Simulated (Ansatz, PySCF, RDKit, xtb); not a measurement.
# SnSiH3ClO: from the formula to a structure, part 2 of 2

Task: start from the formula SnSiH3ClO, draw up candidate structures, narrow them down in stages, and characterise the one that lies lowest at 200 K.

xtb, Ansatz and PySCF; isolated molecules. Earlier steps stand in the parts before.

### Step 11. c233b at MP2/def2-TZVPP

input.yaml

```yaml
crystal:
  periodic: [false, false, false]
  atoms:
    - {symbol: Cl, position_ang: [0.143790, -2.514807, -0.563397]}
    - {symbol: O, position_ang: [-0.707220, 0.624312, -0.204470]}
    - {symbol: Si, position_ang: [-2.308453, 0.223124, -0.426883]}
    - {symbol: Sn, position_ang: [1.041373, -0.321169, -0.158640]}
    - {symbol: H, position_ang: [-2.531399, -0.393156, -1.770688]}
    - {symbol: H, position_ang: [-2.779578, -0.729877, 0.624391]}
    - {symbol: H, position_ang: [-3.121033, 1.472816, -0.335406]}
basis:
  gaussian: {orbitals: def2-TZVPP}
correlation: {method: mp2, frozen_orbitals: {Cl: 5, Si: 5, H: 0, Sn: 4, O: 1}}
```

On the command line:

```console
$ ansatz run input.yaml --threads 1 --pin off --max-ram 2610MiB --events-out events.jsonl --progress --plain --runs-dir runs
```

The program printed, cut to the lines that bear on the results:

```text
Warning: RAYON_NUM_THREADS=1 ignored (pool sized by the plan → 1); use --threads N
Functional definition: HF
  name "HF"
[...]
1395 factors; integrals over basis functions are off by at most 1.0e-3 eV
[...]
mean field -28261.36411471 eV, -1038.5859749749 hartree, gradient 1.7e-6 eV, S^2 0.000000; 0 other end points of the search recorded, 0 dependent functions left out
15 core orbitals not correlated: weight in the atoms' cores, before any rotation towards them, 1.000 or more for the frozen orbitals, at most 0.000 for the correlated occupied ones
reference -28261.36411471 eV, -1038.5859749749 hartree; 17, 17 occupied and 175, 175 virtual orbitals, 1395 factors
second order -23.28654387 eV of doubles, -0.00000000 eV of singles
Total energy: -28284.65065858 eV, -1039.4417396779 hartree
```

Wall time 12 s (1 thread of Intel Xeon Platinum 8259CL at 2.50GHz (Skylake/Cascade Lake), shared host).

### Step 12. c146a at CCSD(T)/def2-SVP

input.yaml

```yaml
crystal:
  periodic: [false, false, false]
  atoms:
    - {symbol: Cl, position_ang: [-1.613025, -1.229831, 1.763902]}
    - {symbol: O, position_ang: [-1.248284, -0.007219, -1.011895]}
    - {symbol: Si, position_ang: [-2.417559, -0.264568, 0.099124]}
    - {symbol: Sn, position_ang: [0.735376, -0.362895, -1.201021]}
    - {symbol: H, position_ang: [-2.988927, 1.019512, 0.587112]}
    - {symbol: H, position_ang: [-3.482309, -1.155068, -0.436387]}
    - {symbol: H, position_ang: [0.753844, 0.386360, -2.826526]}
basis:
  gaussian: {orbitals: def2-SVP}
correlation: {method: ccsd_t, frozen_orbitals: {Cl: 5, Si: 5, H: 0, Sn: 4, O: 1}}
```

On the command line:

```console
$ ansatz run input.yaml --threads 1 --pin off --max-ram 2610MiB --events-out events.jsonl --progress --plain --runs-dir runs
```

The program printed, cut to the lines that bear on the results:

```text
Warning: RAYON_NUM_THREADS=1 ignored (pool sized by the plan → 1); use --threads N
Functional definition: HF
  name "HF"
[...]
945 factors; integrals over basis functions are off by at most 1.1e-3 eV
[...]
mean field -28250.70875443 eV, -1038.1943977073 hartree, gradient 4.8e-6 eV, S^2 0.000000; 0 other end points of the search recorded, 0 dependent functions left out
15 core orbitals not correlated: weight in the atoms' cores, before any rotation towards them, 1.000 or more for the frozen orbitals, at most 0.000 for the correlated occupied ones
reference -28250.70875443 eV, -1038.1943977073 hartree; 17, 17 occupied and 59, 59 virtual orbitals, 945 factors
second order -13.72092400 eV of doubles, -0.00000000 eV of singles
cycle   1  -14.31988611 eV  change   -6.0e-1 eV  update   1.1e-1
[...]
cycle  10  -14.89511657 eV  change    1.3e-5 eV  update   1.7e-5
perturbative correction -0.37770626 eV, -0.0138804490 hartree
Total energy: -28265.98157726 eV, -1038.7556635939 hartree
```

It took 12 s on 1 thread of Intel Xeon Platinum 8259CL at 2.50GHz (Skylake/Cascade Lake), shared host.

### Step 13. Putting it together

Energies in kcal/mol from c233b; G adds the thermal terms to the CCSD(T)/def2-SVP + MP2/def2-TZVPP - MP2/def2-SVP energy. The columns left of the relaxed level are at the tight-binding geometries.

```tsv
label	SMILES	spin	GFN2-xTB	HF/STO-3G	r2SCAN-D4/def2-SVP	PBE0-D3(BJ)/def2-SVP	HF/def2-SVP	MP2/def2-SVP	CCSD(T)/def2-SVP + MP2/def2-TZVPP - MP2/def2-SVP	G	share at equilibrium	T1
c233b	[SiH3][O][Sn][Cl]	singlet	0.0	0.0	0.0	0.0	0.0	0.0	0.0	0.0	100.0 %	0.014
c146c	Cl[SiH2][O][SnH]	singlet	19.5	32.6	15.6	13.2	12.5	12.8	11.9	10.5	< 0.1 %	0.013
c146a	Cl[SiH2][O][SnH]	singlet	19.4	32.0	15.2	13.0	12.3	12.7	12.0	11.0	< 0.1 %	0.014
```

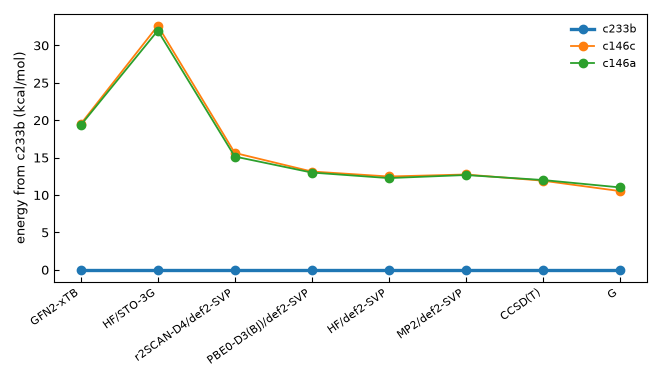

The finalists at each level, measured from c233b.

Lowest found: c233b, `[SiH3][O][Sn][Cl]`, a singlet of point group Cs. Bond lengths: O2–Si3 1.666 Å, Cl1–Sn4 2.404 Å, O2–Sn4 1.988 Å, Si3–H5 1.495 Å, Si3–H6 1.495 Å, Si3–H7 1.493 Å. Angles: Si3–O2–Sn4 137.2°, Cl1–Sn4–O2 95.8°, O2–Si3–H5 111.3°, O2–Si3–H6 111.3°, O2–Si3–H7 108.3°, H5–Si3–H6 108.8°, H5–Si3–H7 108.6°, H6–Si3–H7 108.6°.

```xyz
7

Cl    0.1438   -2.5148   -0.5634
O    -0.7072    0.6243   -0.2045
Si   -2.3085    0.2231   -0.4269
Sn    1.0414   -0.3212   -0.1586
H    -2.5314   -0.3932   -1.7707
H    -2.7796   -0.7299    0.6244
H    -3.1210    1.4728   -0.3354
```

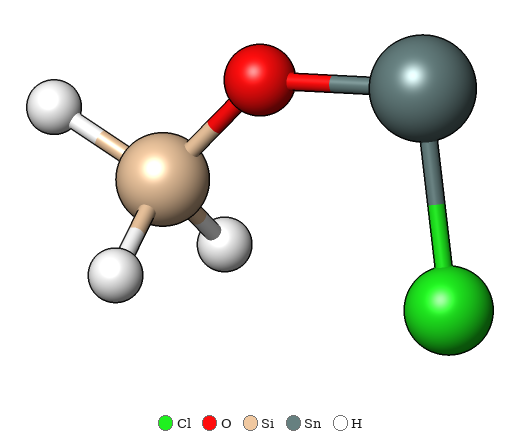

The lowest structure found, seen from a chosen angle (chlorine green, oxygen red, silicon light orange, tin teal, hydrogen white).

### Step 14. Density, orbitals and dipole (PBE0/def2-TZVPD)

input.yaml

```yaml
crystal:
  periodic: [false, false, false]
  atoms:
    - symbol: Cl
      position_ang: [0.143790, -2.514807, -0.563397]
    - symbol: O
      position_ang: [-0.707220, 0.624312, -0.204470]
    - symbol: Si
      position_ang: [-2.308453, 0.223124, -0.426883]
    - symbol: Sn
      position_ang: [1.041373, -0.321169, -0.158640]
    - symbol: H
      position_ang: [-2.531399, -0.393156, -1.770688]
    - symbol: H
      position_ang: [-2.779578, -0.729877, 0.624391]
    - symbol: H
      position_ang: [-3.121033, 1.472816, -0.335406]
basis:
  gaussian: {orbitals: def2-TZVPD}
hamiltonian: {xc: pbe0}
output: {forces: true, orbitals: {seedname: orbitals}}
```

On the command line:

```console
$ ansatz run input.yaml --threads 1 --pin off --max-ram 2610MiB --events-out events.jsonl --progress --plain --runs-dir runs
```

The program printed, cut to the lines that bear on the results:

```text
Warning: RAYON_NUM_THREADS=1 ignored (pool sized by the plan → 1); use --threads N
Functional definition: PBE0
  name "PBE0"
[...]
1429 factors; their error is unknown
[...]
mean field -28323.06614348 eV, -1040.8534827093 hartree, gradient 5.5e-5 eV, S^2 0.000000; 0 other end points of the search recorded, 0 dependent functions left out
[...]
reference -28323.06618825 eV, -1040.8534843546 hartree; 32, 32 occupied and 180, 180 virtual orbitals, 1429 factors
[...]
Atom 2 at    -2.308453     0.223124    -0.426883 Å, force     0.423368     0.098221     0.057599 eV/Å
Atom 3 at     1.041373    -0.321169    -0.158640 Å, force    -0.566970    -0.042540    -0.064553 eV/Å
Atom 4 at    -2.531399    -0.393156    -1.770688 Å, force     0.043683     0.061383     0.128170 eV/Å
Atom 5 at    -2.779578    -0.729877     0.624391 Å, force     0.066923     0.092693    -0.095086 eV/Å
Atom 6 at    -3.121033     1.472816    -0.335406 Å, force     0.096446    -0.086560    -0.002078 eV/Å
Dipole moment:     0.541082     0.320857     0.101454 e Å
```

Wall time 16 s (1 thread of Intel Xeon Platinum 8259CL at 2.50GHz (Skylake/Cascade Lake), shared host); peak memory 0.61 GiB.

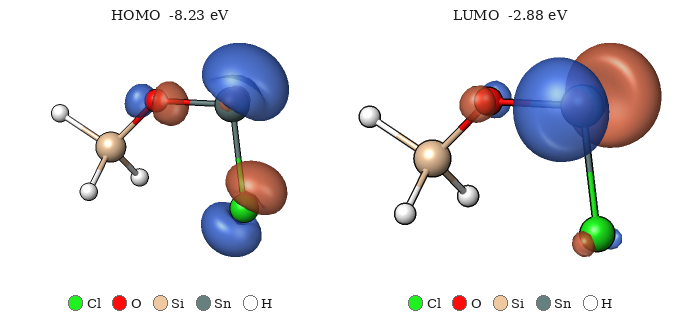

Frontier orbitals of this run, surfaces at ±0.2 Å^-3/2.

### Step 15. Frequencies after a tight-binding relaxation (GFN2-xTB)

start.xyz

```xyz
7
c233b
Cl     0.143790    -2.514807    -0.563397
O     -0.707220     0.624312    -0.204470
Si    -2.308453     0.223124    -0.426883
Sn     1.041373    -0.321169    -0.158640
H     -2.531399    -0.393156    -1.770688
H     -2.779578    -0.729877     0.624391
H     -3.121033     1.472816    -0.335406
```

On the command line:

```console
$ xtb start.xyz --gfn 2 --ohess tight
```

The program printed, cut to the lines that bear on the results:

```text
[...]
         ::                     SUMMARY                     ::
         :::::::::::::::::::::::::::::::::::::::::::::::::::::
         :: total energy             -14.150616175009 Eh    ::
         :: gradient norm              0.000349417502 Eh/a0 ::
         :: HOMO-LUMO gap              3.598886032835 eV    ::
         ::.................................................::
         :: SCC energy               -14.194166799539 Eh    ::
         :: -> isotropic ES            0.028543571949 Eh    ::
         :: -> anisotropic ES          0.005801679226 Eh    ::
         :: -> anisotropic XC         -0.002038884871 Eh    ::
         :: -> dispersion             -0.005534031568 Eh    ::
         :: repulsion energy           0.043550624530 Eh    ::
         :: add. restraining           0.000000000000 Eh    ::
         :: total charge              -0.000000000000 e     ::
         :::::::::::::::::::::::::::::::::::::::::::::::::::::
[...]
          | TOTAL ENERGY              -14.150616175009 Eh   |
          | TOTAL ENTHALPY            -14.114645115979 Eh   |
          | TOTAL FREE ENERGY         -14.157814377569 Eh   |
          | GRADIENT NORM               0.000349330833 Eh/α |
[...]
```

Run time: 0.45 s. Hardware: 1 thread of Intel Xeon Platinum 8259CL at 2.50GHz (Skylake/Cascade Lake), shared host; peak memory 0.49 GiB.

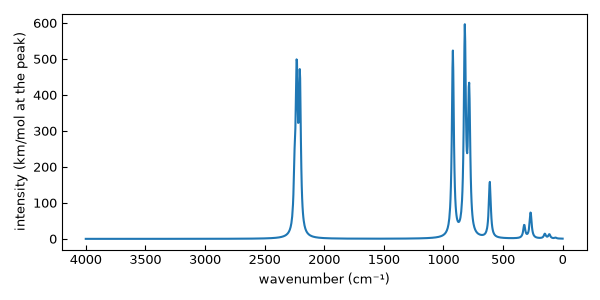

Harmonic infrared spectrum, unscaled, lines broadened by 10 cm⁻¹.

### Step 16. Electronic excitations (TD-B3LYP/def2-SVPD)

An in-house driver calls PySCF's response routines at TD-B3LYP/def2-SVPD; it has no typed input.

The program printed:

```text
coarse grid: 33352 points
cycle   1  E = -1034.7625136004  dE = -1.683e+01  |g| = 3.593e+00  |ddm| = 1.312e+01
cycle   2  E = -932.9717169415  dE =  1.018e+02  |g| = 1.153e+01  |ddm| = 5.851e+01
cycle   3  E = -1039.8386330986  dE = -1.069e+02  |g| = 1.711e+00  |ddm| = 5.823e+01
cycle   4  E = -1040.6923238155  dE = -8.537e-01  |g| = 9.902e-01  |ddm| = 3.447e+00
cycle   5  E = -1040.8549531929  dE = -1.626e-01  |g| = 6.643e-01  |ddm| = 1.816e+00
cycle   6  E = -1040.9449726464  dE = -9.002e-02  |g| = 2.796e-01  |ddm| = 9.000e-01
cycle   7  E = -1040.9647324592  dE = -1.976e-02  |g| = 7.042e-02  |ddm| = 4.079e-01
cycle   8  E = -1040.9660245444  dE = -1.292e-03  |g| = 1.077e-02  |ddm| = 1.144e-01
cycle   9  E = -1040.9660637958  dE = -3.925e-05  |g| = 2.609e-03  |ddm| = 2.601e-02
cycle  10  E = -1040.9660658654  dE = -2.070e-06  |g| = 8.764e-04  |ddm| = 5.505e-03
final grid: 65040 points
cycle  11  E = -1040.9660961422  dE = -2.192e-08  |g| = 1.023e-03  |ddm| = 4.057e-03
cycle  12  E = -1040.9660956118  dE =  5.304e-07  |g| = 1.885e-03  |ddm| = 3.042e-03
cycle  13  E = -1040.9660963948  dE = -7.829e-07  |g| = 3.681e-04  |ddm| = 2.018e-03
cycle  14  E = -1040.9660964256  dE = -3.078e-08  |g| = 3.268e-05  |ddm| = 4.561e-04
cycle  15  E = -1040.9660964259  dE = -3.254e-10  |g| = 7.159e-06  |ddm| = 6.107e-05
converged SCF energy = -1040.9660964259

Static polarisability (au): isotropic 85.284, principal 67.673 91.719 96.459

Singlet excitations
state   eV       nm        f      main configurations
  1   4.1146    301.3   0.01391   H->L 0.66, H-2->L 0.23
  2   4.3367    285.9   0.01444   H-2->L 0.61, H->L 0.25, H-1->L 0.10
  3   4.5524    272.3   0.03443   H-1->L 0.83, H-2->L 0.14
  4   4.6808    264.9   0.02019   H-3->L 0.92
  5   4.9778    249.1   0.01796   H-4->L 0.94
  6   6.2086    199.7   0.02874   H->L+1 0.45, H-2->L+1 0.36, H-3->L+1 0.09
  7   6.2802    197.4   0.00105   H-5->L 0.81, H-1->L+1 0.13
  8   6.3283    195.9   0.01336   H-1->L+1 0.69, H-5->L 0.16, H-2->L+1 0.11

Triplet excitations (Tamm-Dancoff, eV): 3.2896 4.0500 4.0965
```

Wall time 14 s (1 thread of Intel Xeon Platinum 8259CL at 2.50GHz (Skylake/Cascade Lake), shared host); peak memory 0.49 GiB.

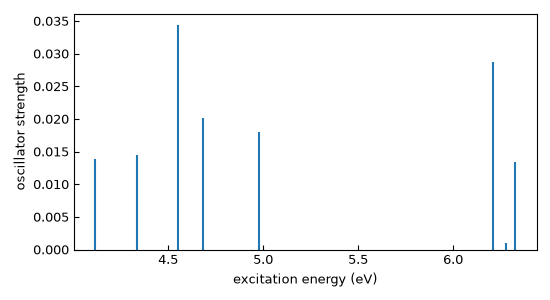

Vertical excitations as sticks.

The roots found:

```tsv
excited state	energy (eV)	strength
1	4.115	0.0139
2	4.337	0.0144
3	4.552	0.0344
4	4.681	0.0202
5	4.978	0.0180
6	6.209	0.0287
7	6.280	0.0010
8	6.328	0.0134
```

### Step 17. The cation at the same geometry (PBE0/def2-TZVPD)

input.yaml

```yaml
crystal:
  periodic: [false, false, false]
  atoms:
    - {symbol: Cl, position_ang: [0.143790, -2.514807, -0.563397]}
    - {symbol: O, position_ang: [-0.707220, 0.624312, -0.204470]}
    - {symbol: Si, position_ang: [-2.308453, 0.223124, -0.426883]}
    - {symbol: Sn, position_ang: [1.041373, -0.321169, -0.158640]}
    - {symbol: H, position_ang: [-2.531399, -0.393156, -1.770688]}
    - {symbol: H, position_ang: [-2.779578, -0.729877, 0.624391]}
    - {symbol: H, position_ang: [-3.121033, 1.472816, -0.335406]}
basis:
  gaussian:
    orbitals: def2-TZVPD
hamiltonian:
  xc: {name: PBE0}
magnetization:
  spin_polarized: true
  initial_magnetization: 1
total_charge: 1
```

On the command line:

```console
$ ansatz run input.yaml --threads 1 --pin off --max-ram 2610MiB --events-out events.jsonl --progress --plain --runs-dir runs
```

The program printed, cut to the lines that bear on the results:

```text
Warning: RAYON_NUM_THREADS=1 ignored (pool sized by the plan → 1); use --threads N
Functional definition: PBE0
  name "PBE0"
[...]
1429 factors; their error is unknown
[...]
mean field -28312.95647048 eV, -1040.4819590789 hartree, gradient 9.1e-6 eV, S^2 0.759829; 8 other end points of the search recorded, 0 dependent functions left out
reference -28312.95651789 eV, -1040.4819608214 hartree; 32, 31 occupied and 180, 181 virtual orbitals, 1429 factors
Total energy: -28312.95651789 eV, -1040.4819608214 hartree
```

It took 2 min on 1 thread of Intel Xeon Platinum 8259CL at 2.50GHz (Skylake/Cascade Lake), shared host; peak memory 1.1 GiB.

Difference from the parent: 10.11 eV.

### Step 18. The anion at the same geometry (PBE0/def2-TZVPD)

Edit input.yaml of step 17 so:

```diff
@@ -1 +1,3 @@
+basis:
+  gaussian: {orbitals: def2-TZVPD}
 crystal:
@@ -10,10 +12,5 @@
     - {symbol: H, position_ang: [-3.121033, 1.472816, -0.335406]}
-basis:
-  gaussian:
-    orbitals: def2-TZVPD
-hamiltonian:
-  xc: {name: PBE0}
-magnetization:
-  spin_polarized: true
-  initial_magnetization: 1
-total_charge: 1
+total_charge: -1
+magnetization: {spin_polarized: true, initial_magnetization: 1}
+hamiltonian: {xc: pbe0}
+scf: {lower_state_search: "off"}
```

On the command line:

```console
$ ansatz run input.yaml --threads 1 --pin off --max-ram 2610MiB --events-out events.jsonl --progress --plain --runs-dir runs
```

The program printed, cut to the lines that bear on the results:

```text
Warning: RAYON_NUM_THREADS=1 ignored (pool sized by the plan → 1); use --threads N
Functional definition: PBE0
  name "PBE0"
[...]
1429 factors; their error is unknown
[...]
mean field -28324.25153590 eV, -1040.8970450770 hartree, gradient 5.2e-6 eV, S^2 0.754800; 0 other end points of the search recorded, 0 dependent functions left out
reference -28324.25157720 eV, -1040.8970465949 hartree; 33, 32 occupied and 179, 180 virtual orbitals, 1429 factors
Total energy: -28324.25157720 eV, -1040.8970465949 hartree
Checks for a lower state left out: stability, starts, cluster_reference, orbital_swaps, neighbouring_geometries, increment
```

Wall time 16 s (1 thread of Intel Xeon Platinum 8259CL at 2.50GHz (Skylake/Cascade Lake), shared host); peak memory 0.65 GiB.

Parent less the species with the added electron: 1.19 eV.

### Step 19. The triplet at the same geometry (PBE0/def2-TZVPD)

Edit input.yaml of step 18 so:

```diff
@@ -1,3 +1 @@
-basis:
-  gaussian: {orbitals: def2-TZVPD}
 crystal:
@@ -12,5 +10,5 @@
     - {symbol: H, position_ang: [-3.121033, 1.472816, -0.335406]}
-total_charge: -1
-magnetization: {spin_polarized: true, initial_magnetization: 1}
+basis:
+  gaussian: {orbitals: def2-TZVPD}
+magnetization: {spin_polarized: true, initial_magnetization: 2}
 hamiltonian: {xc: pbe0}
-scf: {lower_state_search: "off"}
```

On the command line:

```console
$ ansatz run input.yaml --threads 1 --pin off --max-ram 2610MiB --events-out events.jsonl --progress --plain --runs-dir runs
```

The program printed, cut to the lines that bear on the results:

```text
Warning: RAYON_NUM_THREADS=1 ignored (pool sized by the plan → 1); use --threads N
Functional definition: PBE0
  name "PBE0"
[...]
1429 factors; their error is unknown
[...]
mean field -28319.84148263 eV, -1040.7349786086 hartree, gradient 3.1e-5 eV, S^2 2.004895; 2 other end points of the search recorded, 0 dependent functions left out
reference -28319.84152647 eV, -1040.7349802196 hartree; 33, 31 occupied and 179, 181 virtual orbitals, 1429 factors
Total energy: -28319.84152647 eV, -1040.7349802196 hartree
```

Run time: 37 s. Hardware: 1 thread of Intel Xeon Platinum 8259CL at 2.50GHz (Skylake/Cascade Lake), shared host; peak memory 0.75 GiB.

It lies 3.22 eV above the singlet.

### Step 20. What came out

What follows sums up all 2 parts.

| quantity | value |
| --- | --- |
| lowest structure found | [SiH3][O][Sn][Cl], singlet, Cs |
| next finalist | Cl[SiH2][O][SnH], singlet, 10.5 kcal/mol higher in G |
| share at equilibrium, among the finalists | 100.0 % |
| funnel | 87 starts, 70 minima at GFN2-xTB, 8 screening runs, 3 rescued, 3 relaxed, 3 ranked |
| CPU time of all runs | 31 min |
| harmonic wavenumbers, lowest and highest (PBE0-D3(BJ)/def2-SVP) | 70 and 2237 cm⁻¹ |
| rotational constants, same geometry | 0.09677, 0.0519, 0.03419 cm⁻¹ |
| dipole moment (PBE0/def2-TZVPD) | 3.06 D |
| HOMO energy (PBE0/def2-TZVPD) | -8.23 eV |
| LUMO energy (PBE0/def2-TZVPD) | -2.88 eV |
| HOMO–LUMO gap (PBE0/def2-TZVPD) | 5.35 eV |
| lowest excitation (TD-B3LYP/def2-SVPD) | 4.11 eV (f = 0.014) |
| strongest of the states computed, same level | 4.55 eV (f = 0.034) |
| lowest triplet excitation, same level, Tamm-Dancoff | 3.29 eV |
| vertical ionisation energy | 10.11 eV |
| vertical electron affinity | 1.19 eV |
| vertical triplet less singlet | +3.22 eV |

What this shows: `[SiH3][O][Sn][Cl]` comes out lowest. Among the finalists first place is clear (10.5 kcal/mol); structures outside the list aren't covered. GFN2-xTB, HF/STO-3G, r2SCAN-D4/def2-SVP, PBE0-D3(BJ)/def2-SVP, HF/def2-SVP and MP2/def2-SVP already put its bonding pattern lowest among the structures in one piece. The largest share of the time went into the vibrations (30 %). Spin-orbit coupling, which matters for elements this heavy, is left out. 2 minima inside the window were never screened. Lowest found is not proven lowest: the search is finite, and each finalist counts with one conformer. Patterns outside the rules of the enumeration were met only by chance.
